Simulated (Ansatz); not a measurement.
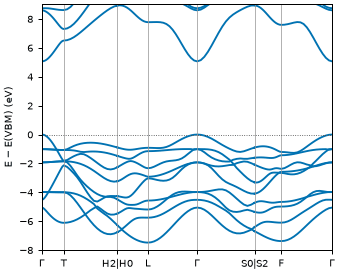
Band structure from the program Ansatz at the r²SCAN level (PAW)

Q: Read off the gap and where the band edges lie.

A: About 5.1 eV (5.07 eV by a search for the band edges); maximum at Γ, minimum at Γ.

Q: Which of these materials gives this?
(A) RbLuO2, R-3m (Rb on 3a, Lu on 3b, O on 6c)
(B) Al2O3, R3m (Pearson symbol hR5)
(C) TlIO3, R3m (Tl on 3a, I on 3a, O on 9b)
(D) RbIO3, R3m (Rb on 3a, I on 3a, O on 9b)

A: B, Al2O3, R3m (Pearson symbol hR5)

The first step of the workflow began from a Materials Project structure, measured or hypothetical; the Crystallography Open Database copy checked does not list it. It is not the phase usual at ambient conditions (space group No. 167). Symmetry was held in the r²SCAN relaxation; whether a distortion lowers the energy is not shown.

Potentials: the later of the program's two PAW sets.
